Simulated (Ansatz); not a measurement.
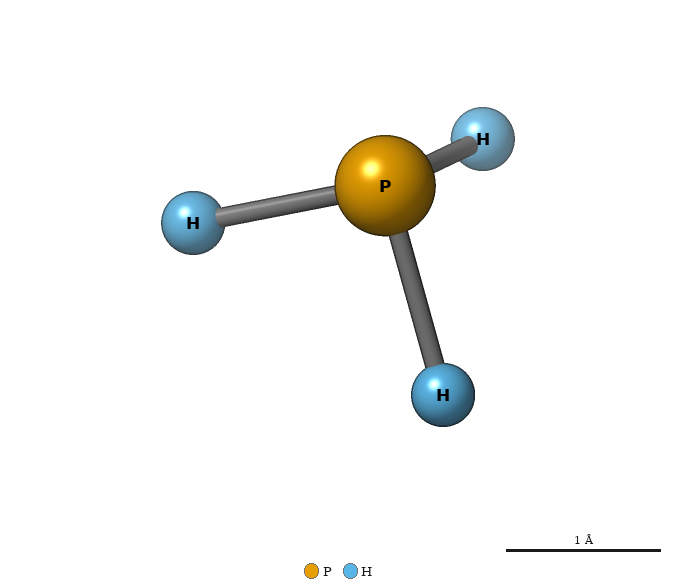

Depth is shown by fading: the farther an atom, the more it takes the colour of the background. The geometry was computed by an optimisation with PBE0-D4/def2-TZVP. No frequency run is at hand to confirm it as a minimum. Masses are those of the most abundant isotopes; constants are for the rigid equilibrium geometry.

Question: Classify the rotor and give the rotational constants (MHz).

Answer: An oblate symmetric top (C3v): A = B = 133282, C = 118050 MHz.
